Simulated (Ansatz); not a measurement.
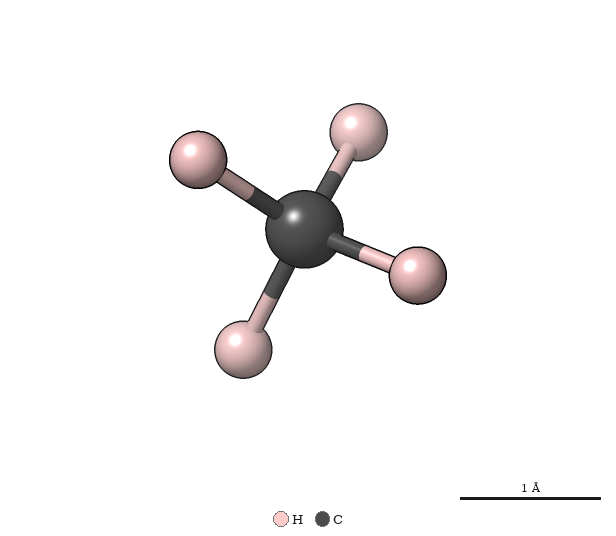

The picture shows a molecular structure as a ball-and-stick model. Every bond is drawn as one stick, whatever its order.

The geometry was computed by an optimisation with PBE0-D4/def2-TZVP.

Identify the structure.

The molecule is CH4. This geometry has Td symmetry. Coordination: 1 C tetrahedral.

The parts below concern this one geometry. Atoms keep their numbers from picture to picture.

Vibrations

Harmonic vibrations computed with RKS PBE0-D4/def2-TZVP (Ansatz 0.2.0) at a stationary point of the same level.

How many vibrational modes are there, and where do they lie?

Answer. 9 modes: 1326, 1326, 1326, 1551, 1551, 3047, 3168, 3168, 3168 cm⁻¹.

Thermal motion

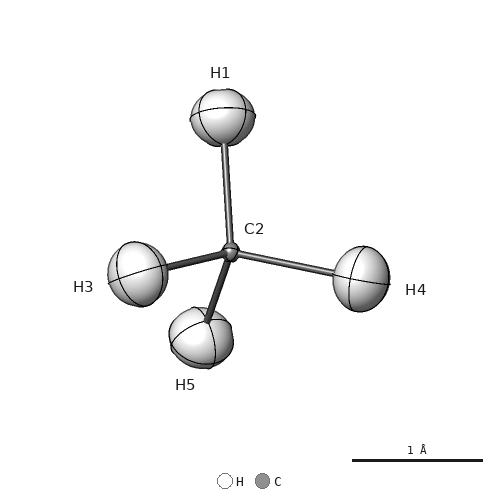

Displacement ellipsoids at the 50 % level, enlarged 2 times, from the internal vibrations of the free molecule (harmonic, no overall translation or rotation; no half-axis is drawn under 0.075 Å). Vibrations computed with RKS PBE0-D4/def2-TZVP (Ansatz 0.2.0). Temperature: 298 K.

Which atom has the largest mean-square displacement?

Answer. H1, H3, H4, H5, with U_eq = 0.0061 Å².

Give the displacement parameters, one line for each set of equivalent atoms.

```
          atom  U_eq (Å²)   rms amplitudes (Å)
H1, H3, H4, H5     0.0061  0.071, 0.082, 0.082
            C2    0.00021  0.014, 0.014, 0.014
```

Electronic properties

Level of theory: RKS PBE0-D4/def2-TZVPP (Ansatz 0.2.0).

Computed properties:

- HOMO energy (Kohn–Sham orbital): −10.98 eV
- LUMO energy (Kohn–Sham orbital): 1.70 eV
- HOMO–LUMO gap: 12.68 eV
